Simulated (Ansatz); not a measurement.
Geometry relaxation of BH₅S (part 2 of 2)

Continued. System: BH₅S. Method: RKS BLYP/def2-SVP (Ansatz 0.2.0). It belongs to a series of runs on one base structure; here: end point A relaxed.

Trajectory as extended XYZ, continued:
```
7
Properties=species:S:1:pos:R:3:forces:R:3 step=7 energy=-11587.37109
B     0.0420    0.0332    0.0281    0.0102  -0.0163  -0.1033
H    -0.0929    0.6147    1.0879    0.0136  -0.1070   0.1227
H     1.1102    0.1999   -0.5323   -0.0480   0.0452  -0.0819
H    -0.9596   -0.0409   -0.6603    0.0361   0.0345  -0.0843
S     0.3141   -2.0169    0.5757    0.0169   0.0779   0.0988
H    -0.8443   -2.6149    0.1719   -0.0336   0.0174  -0.0402
H    -0.1056   -2.0123    1.8723    0.0049  -0.0517   0.0882
7
Properties=species:S:1:pos:R:3:forces:R:3 step=8 energy=-11587.38001
B     0.0438    0.0324    0.0216   -0.0028   0.0048  -0.0228
H    -0.0775    0.5835    1.1016    0.0071  -0.0098   0.0065
H     1.0959    0.2175   -0.5649   -0.0094  -0.0149   0.0110
H    -0.9566   -0.0354   -0.6708   -0.0036   0.0052   0.0105
S     0.3161   -2.0075    0.6012    0.0075   0.0038   0.0100
H    -0.8320   -2.6020    0.1605    0.0079  -0.0007  -0.0044
H    -0.1258   -2.0256    1.8940   -0.0066   0.0115  -0.0107
7
Properties=species:S:1:pos:R:3:forces:R:3 step=9 energy=-11587.38052
B     0.0430    0.0317    0.0218    0.0017  -0.0086  -0.0135
H    -0.0703    0.5778    1.1054    0.0084   0.0072  -0.0061
H     1.0924    0.2127   -0.5700   -0.0046   0.0015   0.0065
H    -0.9611   -0.0332   -0.6656   -0.0050   0.0061   0.0165
S     0.3191   -2.0049    0.6050    0.0011  -0.0023   0.0044
H    -0.8224   -2.6046    0.1541    0.0101  -0.0064  -0.0026
H    -0.1368   -2.0167    1.8926   -0.0118   0.0026  -0.0052
7
Properties=species:S:1:pos:R:3:forces:R:3 step=10 energy=-11587.38366
B     0.0417    0.0281    0.0246    0.0008  -0.0346   0.0170
H    -0.0133    0.5617    1.1220    0.0200   0.0555  -0.0837
H     1.0670    0.1904   -0.6123    0.0035   0.0397   0.0048
H    -0.9920   -0.0197   -0.6213    0.0078   0.0042   0.0644
S     0.3356   -1.9891    0.6361   -0.1335  -0.0458   0.0492
H    -0.7528   -2.6331    0.1075    0.0975   0.0226   0.0426
H    -0.2222   -1.9756    1.8866    0.0039  -0.0416  -0.0942
7
Properties=species:S:1:pos:R:3:forces:R:3 step=11 energy=-11587.36910 accepted=F
B     0.0417    0.0227    0.0342    0.0236  -0.0177   0.0483
H     0.1111    0.5573    1.1448    0.0175   0.0467  -0.3447
H     1.0119    0.1447   -0.7053   -0.1098   0.0608   0.1155
H    -1.0557    0.0002   -0.5188    0.1711   0.0072   0.1989
S     0.3648   -1.9537    0.7074   -0.9633  -0.2819   0.1990
H    -0.6019   -2.6910    0.0083    0.5310   0.3352   0.4207
H    -0.4078   -1.9174    1.8727    0.3298  -0.1504  -0.6378
7
Properties=species:S:1:pos:R:3:forces:R:3 step=12 energy=-11587.39656
B     0.0471    0.0279    0.0335   -0.0501   0.0142  -0.0303
H     0.0517    0.6068    1.1115    0.0320  -0.0450  -0.0686
H     1.0415    0.1748   -0.6583   -0.0280  -0.0238   0.0222
H    -1.0209   -0.0220   -0.5558    0.0312   0.0245   0.0615
S     0.3399   -1.9750    0.6747   -0.1161  -0.0202   0.0735
H    -0.6768   -2.6635    0.0614    0.1208   0.0726   0.0433
H    -0.3186   -1.9863    1.8762    0.0103  -0.0222  -0.1016
7
Properties=species:S:1:pos:R:3:forces:R:3 step=13 energy=-11587.40990
B     0.0453    0.0270    0.0378   -0.0415   0.0159   0.0018
H     0.1165    0.6278    1.1046    0.0338  -0.0663  -0.1056
H     1.0132    0.1418   -0.7013   -0.0811  -0.0243   0.0376
H    -1.0555   -0.0111   -0.4937    0.0879   0.0201   0.0700
S     0.3493   -1.9535    0.7176   -0.2998  -0.0709   0.0851
H    -0.5894   -2.6808    0.0168    0.2146   0.1360   0.1196
H    -0.4154   -1.9884    1.8615    0.0861  -0.0106  -0.2087
7
Properties=species:S:1:pos:R:3:forces:R:3 step=14 energy=-11587.42323
B     0.0431    0.0259    0.0487   -0.0247   0.0072   0.0126
H     0.2141    0.6550    1.0924    0.0076  -0.1031  -0.1620
H     0.9615    0.0931   -0.7625   -0.1252  -0.0232   0.0874
H    -1.0975    0.0054   -0.3999    0.1511   0.0257   0.0782
S     0.3550   -1.9236    0.7783   -0.6193  -0.1776   0.0848
H    -0.4539   -2.7080   -0.0371    0.3182   0.2816   0.2947
H    -0.5583   -1.9850    1.8234    0.2923  -0.0107  -0.3957
7
Properties=species:S:1:pos:R:3:forces:R:3 step=15 energy=-11587.43999
B     0.0393    0.0106    0.0563   -0.1061   0.0312  -0.0374
H     0.2499    0.6434    1.0842    0.0228   0.0062  -0.0698
H     0.9352    0.0604   -0.7759   -0.0449  -0.0025   0.0343
H    -1.1062    0.0211   -0.3665    0.0570   0.0659   0.0310
S     0.3337   -1.8755    0.7876   -0.1846  -0.2708   0.1661
H    -0.3884   -2.7079   -0.0407    0.1161   0.1471   0.1178
H    -0.5994   -1.9892    1.7983    0.1396   0.0229  -0.2419
7
Properties=species:S:1:pos:R:3:forces:R:3 step=16 energy=-11587.44902
B     0.0282    0.0028    0.0720    0.0397   0.2188  -0.0659
H     0.3244    0.6857    1.0474    0.0061  -0.1193  -0.0234
H     0.8767    0.0071   -0.8096   -0.0131  -0.0381   0.0214
H    -1.1328    0.0822   -0.2971    0.0346  -0.1325   0.0534
S     0.3379   -1.8762    0.8461   -0.3020  -0.0213   0.0780
H    -0.2656   -2.7244   -0.0518    0.0640   0.0991   0.0615
H    -0.7048   -2.0143    1.7362    0.1706  -0.0067  -0.1250
7
Properties=species:S:1:pos:R:3:forces:R:3 step=17 energy=-11587.44998
B     0.0316    0.0316    0.0642   -0.1299  -0.1211   0.0108
H     0.3336    0.6920    1.0369    0.0481   0.0459   0.1645
H     0.8698    0.0078   -0.8099    0.1488  -0.0238  -0.1634
H    -1.1314    0.0816   -0.2901   -0.0293  -0.0667   0.0159
S     0.3317   -1.8879    0.8572   -0.1109   0.1071   0.0345
H    -0.2572   -2.7305   -0.0471    0.0101   0.0473  -0.0168
H    -0.7142   -2.0319    1.7322    0.0631   0.0113  -0.0455
7
Properties=species:S:1:pos:R:3:forces:R:3 step=18 energy=-11587.45559
B     0.0343    0.0116    0.0709   -0.0320   0.0190   0.0149
H     0.3487    0.6798    1.0445   -0.0022   0.0278  -0.0104
H     0.8618   -0.0052   -0.8271    0.0234  -0.0185   0.0057
H    -1.1356    0.0483   -0.2672    0.0018   0.0099   0.0084
S     0.3280   -1.8644    0.8679    0.0110  -0.0159  -0.0164
H    -0.2368   -2.6951   -0.0606   -0.0036  -0.0212  -0.0003
H    -0.7364   -2.0122    1.7149    0.0017  -0.0011  -0.0019
7
Properties=species:S:1:pos:R:3:forces:R:3 step=19 energy=-11587.45606
B     0.0318    0.0158    0.0713    0.0145   0.0000   0.0049
H     0.3469    0.6907    1.0402   -0.0034  -0.0023  -0.0008
H     0.8660   -0.0119   -0.8212   -0.0030  -0.0018  -0.0018
H    -1.1367    0.0542   -0.2688   -0.0080   0.0021  -0.0032
S     0.3273   -1.8666    0.8655   -0.0003   0.0033   0.0005
H    -0.2397   -2.6981   -0.0617    0.0000   0.0010   0.0005
H    -0.7317   -2.0214    1.7181    0.0001  -0.0023  -0.0002
```

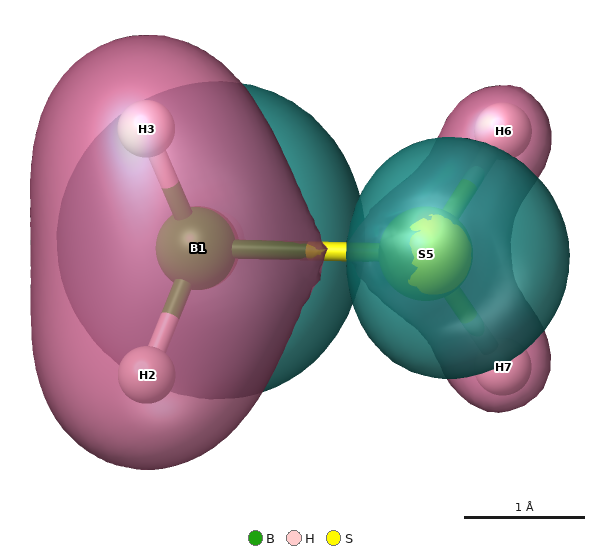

Fig. 1: One frontier orbital at ±0.08 Å⁻³ᐟ² (teal and pink are the two phases), seen face on. The HOMO, at −6.77 eV. It lies mainly on B1 (35 %), H4 (35 %) and S5 (10 %).

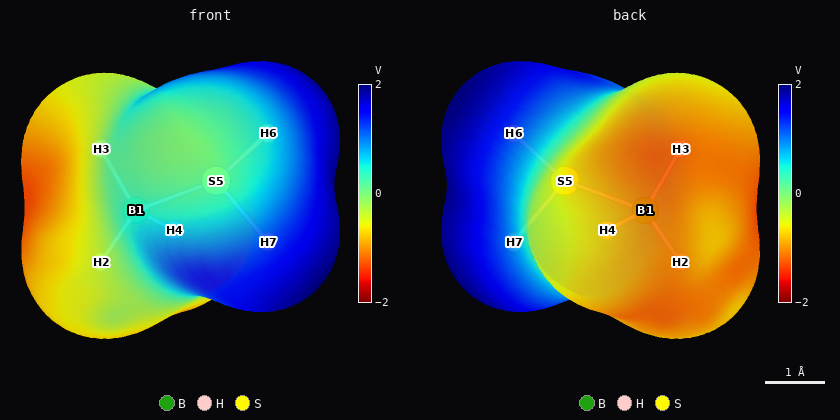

Fig. 2: The electrostatic potential painted on the density surface at 0.002 e/bohr³, seen at a tilt and from behind; red is negative and blue positive. A positive charge is drawn to the negative regions and a negative charge to the positive ones.

This output came from the following input.

The input:
```yaml
crystal:
  periodic: [false, false, false]
  atoms:
    - { symbol: B, position_ang: [0.039666, 0.295379, -7.2e-05] }
    - { symbol: H, position_ang: [-0.068221, 0.350456, 1.195488] }
    - { symbol: H, position_ang: [1.12054, 0.466382, -0.514815] }
    - { symbol: H, position_ang: [-0.955117, 0.127999, -0.668623] }
    - { symbol: S, position_ang: [0.335183, -2.667245, 0.800562] }
    - { symbol: H, position_ang: [-0.914192, -2.906633, 0.307239] }
    - { symbol: H, position_ang: [-0.09386, -1.503538, 1.423521] }
basis:
  gaussian: { orbitals: def2-SVP }
hamiltonian:
  xc: blyp
relax:
  f_tol: 0.03
  max_steps: 50
output:
  orbitals: {}
```

Run as:
```bash
ansatz run input.yaml --threads 1 --pin off --max-ram 2048MiB --backend cpu --events-out ev --progress --plain --runs-dir out
```

Key numbers:

```csv
quantity,value
outcome,converged
total energy,−11587.4564 eV
mean-field energy,−11587.4564 eV
largest force (length of the vector) at the end,0.015 eV/Å
hardware,"1 thread of Arm Neoverse V2, 24 GiB of memory available, shared host"
wall time,18 s
peak memory,0.1 GiB
```
